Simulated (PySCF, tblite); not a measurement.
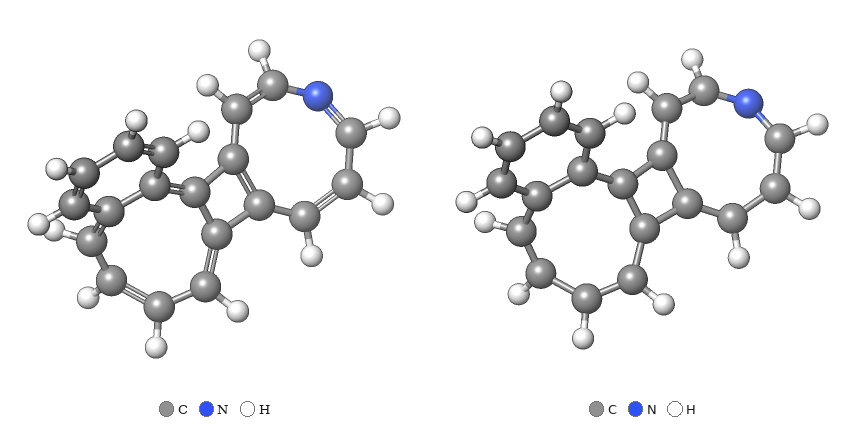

Two views of one molecule.

Computed geometry: GFN2-xTB optimisation. No frequency run is at hand to confirm it as a minimum.

Which formula does it have?

C19H13N, 33 atoms: 19 carbon, 13 hydrogen and 1 nitrogen.

Write the SMILES.

c1ccc2c(c1)ccccc1c3cccnccc3c21

More results for the same structure follow; atom numbers are the same in all pictures, views and colours differ.

Shape

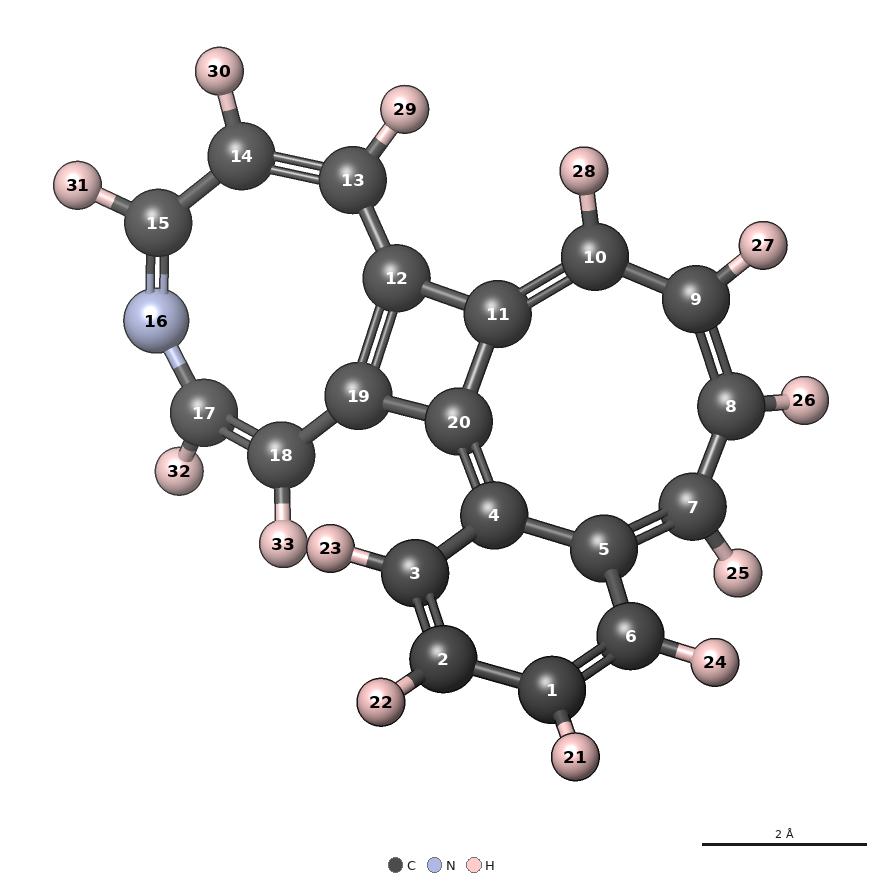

No frequency run is at hand to confirm it as a minimum.

Give the bond lengths. Leave out bonds to hydrogen.

```csv
bond,length (Å),order
C1–C2,1.385,aromatic
C1–C6,1.383,aromatic
C2–C3,1.381,aromatic
C3–C4,1.397,aromatic
C4–C5,1.403,aromatic
C4–C20,1.444,aromatic
C5–C6,1.392,aromatic
C5–C7,1.472,aromatic
C7–C8,1.332,aromatic
C8–C9,1.454,aromatic
C9–C10,1.340,aromatic
C10–C11,1.429,aromatic
C11–C12,1.440,aromatic
C11–C20,1.407,aromatic
C12–C13,1.347,aromatic
C12–C19,1.513,aromatic
C13–C14,1.423,aromatic
C14–C15,1.365,aromatic
C15–N16,1.335,aromatic
N16–C17,1.273,aromatic
C17–C18,1.436,aromatic
C18–C19,1.345,aromatic
C19–C20,1.441,aromatic
```

Dipole moment

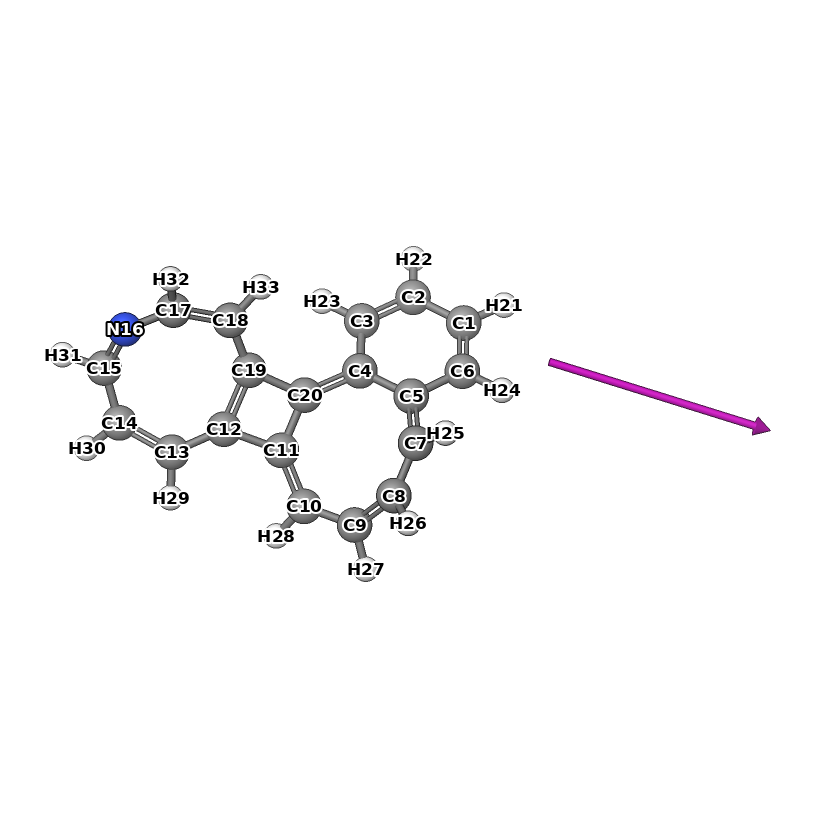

The arrow beside the molecule shows the direction of the dipole moment, from the negative to the positive end (its length means nothing). No frequency run is at hand to confirm it as a minimum. Level of theory: KT3/pcSseg-1, gas phase (PySCF 2.14.0).

How large is the dipole moment?

3.19 D; it points from the side of H31 to the side of H24 (the outermost atoms at the two ends).

Charges

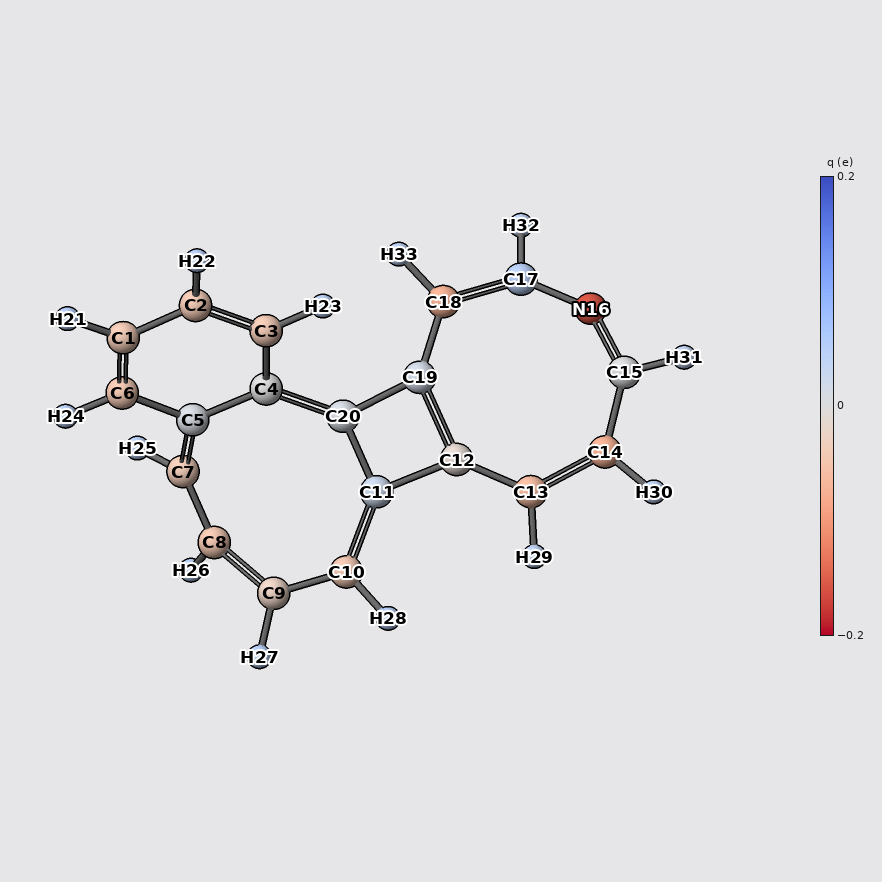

Atoms are coloured by their Hirshfeld charges. No frequency run is at hand to confirm it as a minimum. Properties computed with CAM-B3LYP/6-31G*, gas phase (PySCF 2.14.0).

Which atom carries the highest charge (most positive or least negative)?

C17, H21, H22, H26, H27, H28 (0.05 e).

And the lowest?

N16 (−0.16 e).

Give the Hirshfeld charges atom by atom.

```json
{"atom": "C1", "value (e)": "−0.04"}
{"atom": "C2", "value (e)": "−0.04"}
{"atom": "C3", "value (e)": "−0.04"}
{"atom": "C4", "value (e)": "0.00"}
{"atom": "C5", "value (e)": "0.01"}
{"atom": "C6", "value (e)": "−0.04"}
{"atom": "C7", "value (e)": "−0.04"}
{"atom": "C8", "value (e)": "−0.04"}
{"atom": "C9", "value (e)": "−0.02"}
{"atom": "C10", "value (e)": "−0.04"}
{"atom": "C11", "value (e)": "0.02"}
{"atom": "C12", "value (e)": "−0.01"}
{"atom": "C13", "value (e)": "−0.06"}
{"atom": "C14", "value (e)": "−0.07"}
{"atom": "C15", "value (e)": "0.00"}
{"atom": "N16", "value (e)": "−0.16"}
{"atom": "C17", "value (e)": "0.05"}
{"atom": "C18", "value (e)": "−0.07"}
{"atom": "C19", "value (e)": "0.01"}
{"atom": "C20", "value (e)": "0.01"}
{"atom": "H21", "value (e)": "0.05"}
{"atom": "H22", "value (e)": "0.05"}
{"atom": "H23", "value (e)": "0.04"}
{"atom": "H24", "value (e)": "0.04"}
{"atom": "H25", "value (e)": "0.04"}
{"atom": "H26", "value (e)": "0.05"}
{"atom": "H27", "value (e)": "0.05"}
{"atom": "H28", "value (e)": "0.05"}
{"atom": "H29", "value (e)": "0.04"}
{"atom": "H30", "value (e)": "0.04"}
{"atom": "H31", "value (e)": "0.04"}
{"atom": "H32", "value (e)": "0.04"}
{"atom": "H33", "value (e)": "0.04"}
```

NMR shielding

The questions are on isotropic NMR shieldings of the H atoms. No frequency run is at hand to confirm it as a minimum. Properties computed with GIAO KT3/pcSseg-1 NMR shielding, non-relativistic, gas phase (PySCF 2.14.0).

Give the isotropic NMR shieldings of the H atoms atom by atom.

```tsv
atom	σ (ppm)
H21	24.62
H22	24.63
H23	24.83
H24	24.90
H25	25.38
H26	25.91
H27	25.61
H28	25.40
H29	25.71
H30	26.56
H31	24.22
H32	23.82
H33	25.51
```
